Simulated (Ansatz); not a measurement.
**Run report: C$_{3}$H$_{10}$AlB, geometry relaxation (part 2 of 2)**

Continued. System: C$_{3}$H$_{10}$AlB, SMILES CCC[BH][AlH2]. Method: RKS PBE-D4/def2-SVP (Ansatz 0.2.0). The geometry: force-field start.

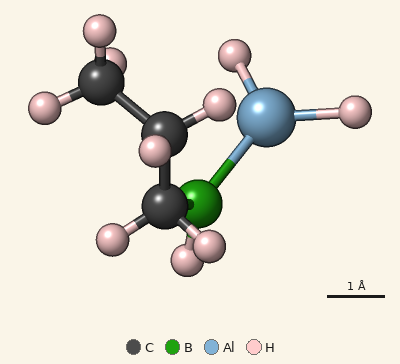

**Figure 1.** The geometry at step 13 of the log (ball-and-stick view, seen at a tilt).

**Trajectory as extended XYZ, continued**
```
15
Properties=species:S:1:pos:R:3:forces:R:3 step=7 energy=-10531.31275
C     0.3940   -1.8189   -0.3813   -0.0257  -0.0276   0.0301
C     1.1129   -0.4911   -0.1285   -0.0374   0.0691   0.0191
C     0.4573    0.6621   -0.9090   -0.2898  -0.0780   0.1023
B    -0.9570    1.1817   -0.4443    0.0311   0.2190  -0.1322
Al   -1.4727    1.2730    1.6785   -0.1227  -0.0402  -0.1550
H    -0.6686   -1.7756   -0.0430    0.0955   0.0128  -0.0546
H     0.8775   -2.6625    0.1509    0.0024  -0.0071   0.0131
H     0.3855   -2.0687   -1.4651   -0.0285   0.0094   0.0620
H     1.1043   -0.2559    0.9644    0.0077  -0.0300  -0.1335
H     2.1841   -0.5879   -0.4136   -0.0281  -0.0161   0.0226
H     0.5315    0.4947   -2.0062    0.0383   0.0021  -0.0120
H     1.0437    1.6075   -0.7189   -0.0975   0.0391  -0.0522
H    -1.7054    1.7063   -1.2950    0.3371  -0.1424   0.3234
H    -0.3186    1.3898    2.7974    0.0191   0.0477   0.0192
H    -2.9905    1.2951    2.2429    0.0984  -0.0577  -0.0522
15
Properties=species:S:1:pos:R:3:forces:R:3 step=8 energy=-10531.35842
C     0.3895   -1.8264   -0.3515   -0.0485   0.0576  -0.0402
C     1.1105   -0.4911   -0.1407   -0.0347   0.0037   0.0472
C     0.4442    0.6450   -0.9305   -0.1873   0.0784   0.1482
B    -0.9152    1.2528   -0.4288   -0.0992  -0.0221  -0.1878
Al   -1.4858    1.2286    1.6692   -0.0730   0.1001  -0.0675
H    -0.6702   -1.7690   -0.0114    0.0544   0.0005  -0.0142
H     0.8744   -2.6570    0.1982    0.0153  -0.0157   0.0152
H     0.3663   -2.0998   -1.4296    0.0013  -0.0095   0.0679
H     1.1194   -0.2346    0.9465    0.0025  -0.0176  -0.1016
H     2.1775   -0.5971   -0.4351   -0.0065  -0.0127  -0.0052
H     0.4909    0.4586   -2.0267   -0.0057   0.0214  -0.0018
H     1.0381    1.5997   -0.7876   -0.0646  -0.0232  -0.0472
H    -1.6077    1.8716   -1.2575    0.2993  -0.0956   0.2722
H    -0.3409    1.4425    2.7913   -0.0546   0.0117   0.0141
H    -3.0130    1.1256    2.2236    0.2015  -0.0772  -0.0992
15
Properties=species:S:1:pos:R:3:forces:R:3 step=9 energy=-10531.39703
C     0.3839   -1.8410   -0.3422    0.0031  -0.0154  -0.0240
C     1.1137   -0.5072   -0.1632    0.0016  -0.0150   0.0128
C     0.4339    0.6340   -0.9291   -0.0855   0.1351  -0.0048
B    -0.8845    1.3017   -0.4098   -0.0394  -0.0425   0.0224
Al   -1.4925    1.2482    1.6701   -0.0848   0.0645   0.0085
H    -0.6692   -1.7876    0.0137    0.0272   0.0385   0.0168
H     0.8840   -2.6614    0.2116   -0.0143  -0.0041  -0.0144
H     0.3433   -2.1314   -1.4146    0.0069  -0.0077   0.0476
H     1.1746   -0.2502    0.9201   -0.0380   0.0073  -0.0271
H     2.1692   -0.6221   -0.4987   -0.0479  -0.0049   0.0021
H     0.4362    0.4455   -2.0264    0.0157  -0.0002  -0.0028
H     1.0546    1.5781   -0.8264   -0.0748  -0.0306  -0.0315
H    -1.5154    1.9925   -1.2210    0.1915  -0.0860   0.1885
H    -0.4474    1.5977    2.8587   -0.0283   0.0088  -0.0743
H    -3.0064    0.9525    2.1867    0.1670  -0.0477  -0.1199
15
Properties=species:S:1:pos:R:3:forces:R:3 step=10 energy=-10531.40634
C     0.3753   -1.8464   -0.3307   -0.0072   0.0036  -0.0221
C     1.1092   -0.5129   -0.1718    0.0526  -0.0385   0.0053
C     0.4254    0.6275   -0.9323   -0.0667   0.0546   0.0103
B    -0.8697    1.3050   -0.3775    0.0196   0.2881  -0.0222
Al   -1.5010    1.2864    1.6785   -0.0737  -0.3143  -0.0618
H    -0.6732   -1.7795    0.0335   -0.0007   0.0172   0.0186
H     0.8747   -2.6634    0.2288   -0.0096   0.0052  -0.0083
H     0.3249   -2.1502   -1.3983    0.0042  -0.0058   0.0259
H     1.1797   -0.2485    0.9085   -0.0181   0.0041  -0.0175
H     2.1604   -0.6331   -0.5175   -0.0255  -0.0066   0.0021
H     0.4074    0.4383   -2.0304   -0.0084   0.0050   0.0248
H     1.0460    1.5739   -0.8495   -0.0616  -0.0605  -0.0043
H    -1.4404    2.0798   -1.1534    0.0746  -0.1464   0.0740
H    -0.4391    1.6929    2.8383   -0.1966   0.0513  -0.0214
H    -3.0014    0.7796    2.1030    0.3170   0.1430  -0.0034
15
Properties=species:S:1:pos:R:3:forces:R:3 step=11 energy=-10531.42591
C     0.3592   -1.8454   -0.3229    0.0056  -0.0143   0.0043
C     1.1120   -0.5201   -0.1888    0.0673  -0.0389  -0.0333
C     0.4314    0.6282   -0.9401    0.0076   0.1262  -0.0437
B    -0.8256    1.3463   -0.3581   -0.0466  -0.0394  -0.1128
Al   -1.4754    1.2169    1.6746   -0.1630   0.1795   0.2470
H    -0.6823   -1.7625    0.0575   -0.0087   0.0109   0.0040
H     0.8583   -2.6613    0.2392   -0.0167   0.0132  -0.0091
H     0.2923   -2.1637   -1.3851   -0.0114   0.0090   0.0187
H     1.2079   -0.2493    0.8881   -0.0054   0.0033  -0.0042
H     2.1546   -0.6570   -0.5558   -0.0432  -0.0018   0.0252
H     0.3767    0.4332   -2.0368    0.0012   0.0130   0.0493
H     1.0745    1.5608   -0.8859   -0.0036  -0.0557  -0.0150
H    -1.3865    2.1346   -1.1264    0.0692  -0.0906   0.1425
H    -0.5571    1.8397    2.8876   -0.2137  -0.1636  -0.2168
H    -2.9619    0.6491    2.0823    0.3613   0.0493  -0.0561
15
Properties=species:S:1:pos:R:3:forces:R:3 step=12 energy=-10531.44595
C     0.3286   -1.8290   -0.3143   -0.0161   0.0439  -0.0726
C     1.1157   -0.5225   -0.1993   -0.1066   0.0318   0.1706
C     0.4556    0.6473   -0.9413    0.1259  -0.1755  -0.0860
B    -0.8154    1.3386   -0.3679    0.1615  -0.1946   0.4127
Al   -1.4739    1.2284    1.6635    0.0078  -0.0356  -0.0766
H    -0.7017   -1.7233    0.0884   -0.0244   0.0244   0.0110
H     0.8186   -2.6580    0.2328    0.0164  -0.0179   0.0161
H     0.2306   -2.1379   -1.3758   -0.0168  -0.0346  -0.0143
H     1.2126   -0.2453    0.8755    0.0475  -0.0175   0.0354
H     2.1518   -0.6902   -0.5588    0.0589   0.0201  -0.0559
H     0.4050    0.4514   -2.0351   -0.0294   0.0178  -0.0701
H     1.1221    1.5556   -0.8830   -0.0018   0.0526  -0.0011
H    -1.3789    2.1122   -1.1014   -0.2129   0.2831  -0.3173
H    -0.6534    1.9305    2.8567    0.0158   0.0425   0.0374
H    -2.8390    0.4915    2.0894   -0.0258  -0.0405   0.0106
15
Properties=species:S:1:pos:R:3:forces:R:3 step=13 energy=-10531.42993 accepted=F
C     0.2992   -1.8094   -0.3223    0.1062  -0.2019   0.3777
C     1.1243   -0.5283   -0.1711    0.2350  -0.1586  -0.8440
C     0.4742    0.6259   -0.9486   -0.0984   0.4838   0.4658
B    -0.7791    1.3485   -0.3504    0.0137  -0.0680  -0.1542
Al   -1.4645    1.2197    1.6628    0.0211   0.0587   0.0453
H    -0.7140   -1.6705    0.1136   -0.0396  -0.0420  -0.0167
H     0.7798   -2.6569    0.2124   -0.0883   0.0032  -0.0251
H     0.1597   -2.1272   -1.3786    0.0820   0.1750   0.0271
H     1.2855   -0.2845    0.9064   -0.1923   0.1030  -0.1278
H     2.1464   -0.6973   -0.5891   -0.0779  -0.0970   0.1497
H     0.4042    0.4451   -2.0474    0.0575  -0.1246   0.1398
H     1.1260    1.5534   -0.8920   -0.0069  -0.0815  -0.0228
H    -1.3454    2.1337   -1.1076   -0.0039  -0.0082   0.0212
H    -0.7849    2.0753    2.8534   -0.0085  -0.0180  -0.0203
H    -2.7334    0.3218    2.0880    0.0001  -0.0240  -0.0156
15
Properties=species:S:1:pos:R:3:forces:R:3 step=14 energy=-10531.45805
C     0.3157   -1.8231   -0.3120    0.0017  -0.0071   0.0264
C     1.1195   -0.5263   -0.1964    0.0152  -0.0062  -0.0430
C     0.4642    0.6430   -0.9430    0.0352   0.0286   0.0268
B    -0.7965    1.3515   -0.3576   -0.0014  -0.0571   0.0515
Al   -1.4707    1.2266    1.6624    0.0080  -0.0151   0.0497
H    -0.7112   -1.6998    0.0966   -0.0070   0.0038  -0.0017
H     0.7971   -2.6576    0.2374   -0.0096   0.0055  -0.0003
H     0.2078   -2.1391   -1.3709   -0.0018   0.0121  -0.0027
H     1.2386   -0.2552    0.8781   -0.0029   0.0073  -0.0017
H     2.1509   -0.6997   -0.5754   -0.0093  -0.0066   0.0033
H     0.4002    0.4496   -2.0381   -0.0098  -0.0056   0.0025
H     1.1281    1.5568   -0.8910    0.0071  -0.0157  -0.0063
H    -1.3659    2.1309   -1.1095   -0.0292   0.0538  -0.0572
H    -0.7044    1.9877    2.8652   -0.0288  -0.0013  -0.0275
H    -2.7953    0.4043    2.0837    0.0324   0.0036  -0.0196
15
Properties=species:S:1:pos:R:3:forces:R:3 step=15 energy=-10531.46137
C     0.3004   -1.8136   -0.3064    0.0071  -0.0157   0.0428
C     1.1253   -0.5289   -0.1996    0.0142  -0.0128  -0.0807
C     0.4756    0.6460   -0.9426    0.0239   0.0488   0.0420
B    -0.7854    1.3510   -0.3512    0.0058  -0.0109   0.0098
Al   -1.4616    1.2141    1.6662   -0.0277   0.0042   0.0115
H    -0.7203   -1.6728    0.1132    0.0053  -0.0022  -0.0065
H     0.7743   -2.6550    0.2392   -0.0140   0.0051  -0.0014
H     0.1758   -2.1297   -1.3637    0.0044   0.0215   0.0046
H     1.2607   -0.2585    0.8735   -0.0111   0.0090  -0.0108
H     2.1500   -0.7158   -0.5910   -0.0171  -0.0117   0.0128
H     0.4019    0.4533   -2.0373   -0.0006  -0.0115   0.0069
H     1.1443    1.5560   -0.8944    0.0050  -0.0221  -0.0089
H    -1.3568    2.1344   -1.1029   -0.0127   0.0091  -0.0112
H    -0.7586    2.0480    2.8594   -0.0322  -0.0279  -0.0185
H    -2.7476    0.3208    2.0670    0.0495   0.0173   0.0075
15
Properties=species:S:1:pos:R:3:forces:R:3 step=16 energy=-10531.46346
C     0.2765   -1.7970   -0.2941    0.0002   0.0012   0.0261
C     1.1324   -0.5302   -0.2068    0.0004  -0.0197  -0.0425
C     0.4952    0.6541   -0.9463    0.0264   0.0350   0.0376
B    -0.7664    1.3575   -0.3514   -0.0395   0.0275  -0.0471
Al   -1.4570    1.2007    1.6590   -0.0387  -0.0201   0.1102
H    -0.7364   -1.6287    0.1362    0.0303  -0.0092  -0.0121
H     0.7363   -2.6466    0.2507   -0.0117   0.0087  -0.0005
H     0.1317   -2.1152   -1.3486    0.0064   0.0187   0.0158
H     1.2869   -0.2554    0.8631   -0.0066  -0.0025  -0.0208
H     2.1480   -0.7417   -0.6101   -0.0277  -0.0039   0.0139
H     0.4092    0.4572   -2.0396   -0.0029  -0.0012   0.0078
H     1.1763    1.5540   -0.9064    0.0043  -0.0204  -0.0124
H    -1.3445    2.1387   -1.1054    0.0197  -0.0257   0.0317
H    -0.8434    2.1013    2.8601   -0.0415  -0.0565  -0.0785
H    -2.6665    0.2007    2.0691    0.0808   0.0682  -0.0292
15
Properties=species:S:1:pos:R:3:forces:R:3 step=17 energy=-10531.46456
C     0.2745   -1.7952   -0.2919    0.0013   0.0092   0.0095
C     1.1330   -0.5303   -0.2087   -0.0130  -0.0122  -0.0199
C     0.4977    0.6566   -0.9458    0.0310   0.0105   0.0198
B    -0.7650    1.3577   -0.3510   -0.0077  -0.0198   0.0141
Al   -1.4539    1.1936    1.6602   -0.0485   0.0017   0.0340
H    -0.7362   -1.6253    0.1415    0.0133  -0.0050  -0.0055
H     0.7341   -2.6457    0.2510   -0.0050   0.0034   0.0020
H     0.1255   -2.1117   -1.3460    0.0034   0.0084   0.0091
H     1.2903   -0.2552    0.8604   -0.0001  -0.0004  -0.0068
H     2.1465   -0.7455   -0.6132   -0.0076  -0.0010   0.0031
H     0.4098    0.4594   -2.0387   -0.0041  -0.0009  -0.0048
H     1.1823    1.5531   -0.9077    0.0051  -0.0100  -0.0100
H    -1.3444    2.1371   -1.1006   -0.0083   0.0156  -0.0087
H    -0.8563    2.1057    2.8528   -0.0082  -0.0276  -0.0234
H    -2.6597    0.1951    2.0670    0.0483   0.0282  -0.0125
15
Properties=species:S:1:pos:R:3:forces:R:3 step=18 energy=-10531.46522
C     0.2725   -1.7906   -0.2839   -0.0017   0.0114   0.0063
C     1.1356   -0.5290   -0.2114   -0.0075  -0.0004   0.0145
C     0.5009    0.6598   -0.9458    0.0070   0.0129   0.0002
B    -0.7639    1.3614   -0.3508    0.0112  -0.0070  -0.0005
Al   -1.4611    1.1889    1.6566   -0.0074  -0.0040   0.0008
H    -0.7347   -1.6165    0.1547   -0.0019  -0.0004   0.0015
H     0.7320   -2.6407    0.2593   -0.0004  -0.0015  -0.0005
H     0.1161   -2.1084   -1.3361   -0.0004  -0.0062  -0.0022
H     1.3038   -0.2517    0.8555   -0.0018  -0.0024  -0.0052
H     2.1445   -0.7508   -0.6232    0.0017   0.0057  -0.0038
H     0.4034    0.4576   -2.0373   -0.0033   0.0038  -0.0055
H     1.1925    1.5504   -0.9185   -0.0060  -0.0055  -0.0079
H    -1.3405    2.1455   -1.0996    0.0083  -0.0042   0.0015
H    -0.8642    2.0888    2.8549    0.0009  -0.0015   0.0006
H    -2.6588    0.1848    2.0550    0.0015  -0.0007   0.0003
```

This output came from the following input.

**Input file**
```yaml
crystal:
  periodic: [false, false, false]
  atoms:
    - {symbol: C, position_ang: [0.469200, -1.883800, -0.575400]}
    - {symbol: C, position_ang: [1.073500, -0.548600, -0.103100]}
    - {symbol: C, position_ang: [0.435800, 0.706000, -0.767900]}
    - {symbol: B, position_ang: [-0.954100, 1.004300, -0.277400]}
    - {symbol: Al, position_ang: [-1.445000, 1.526200, 1.662900]}
    - {symbol: H, position_ang: [-0.648400, -1.855000, -0.289800]}
    - {symbol: H, position_ang: [0.964500, -2.707500, -0.128000]}
    - {symbol: H, position_ang: [0.534900, -1.902900, -1.699100]}
    - {symbol: H, position_ang: [1.006800, -0.464900, 1.047400]}
    - {symbol: H, position_ang: [2.159800, -0.584100, -0.337200]}
    - {symbol: H, position_ang: [0.470200, 0.596800, -1.838500]}
    - {symbol: H, position_ang: [1.109000, 1.595400, -0.476400]}
    - {symbol: H, position_ang: [-1.958000, 1.000500, -1.076200]}
    - {symbol: H, position_ang: [-0.291000, 1.619700, 2.769300]}
    - {symbol: H, position_ang: [-2.949100, 1.847300, 2.118800]}
basis:
  gaussian: {orbitals: def2-SVP}
hamiltonian: {xc: pbe, dispersion: d4}
relax: {f_tol: 0.03, max_steps: 200}
```

Launch command:
```bash
ansatz run in.yaml --threads 4 --pin off --events-out ev --progress --plain --max-ram 10444MiB
```

**Key numbers**

```csv
quantity,value
outcome,converged
total energy,−10531.4653 eV
mean-field energy,−10531.1755 eV
dispersion energy,−0.2897 eV
SCF solution under orbital rotations,stable
largest force (length of the vector) at the end,0.016 eV/Å
dipole moment,1.61 D
hardware,"4 threads of Arm Neoverse V2, 23 GiB of memory available, shared host"
wall time,24 s (CPU time 86 s)
peak memory,0.17 GiB
```
